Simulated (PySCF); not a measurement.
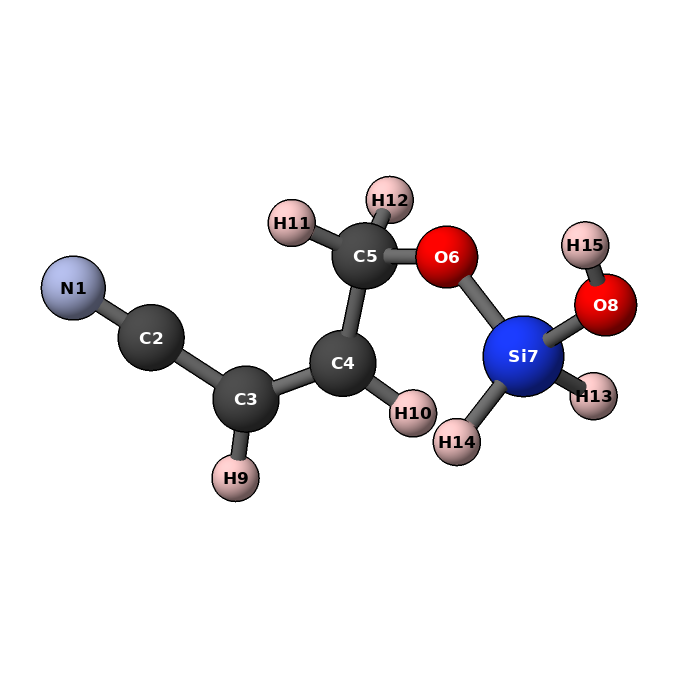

Geometry: an image of a reaction path computed with GFN2-xTB, not a minimum. Method: GIAO PBE0/pcSseg-1 NMR shielding, non-relativistic, gas phase (PySCF 2.14.0). Principal shieldings σ11 ≤ σ22 ≤ σ33, span Ω = σ33 − σ11, skew κ = 3(σiso − σ22)/Ω.

Give the shielding tensors of the Si atoms.

| atom | σ11 | σ22 | σ33 | σiso | Ω | κ |
| --- | --- | --- | --- | --- | --- | --- |
| Si7 | 367.4 | 375.0 | 413.7 | 385.4 | 46.3 | 0.67 |

Shieldings and span in ppm.
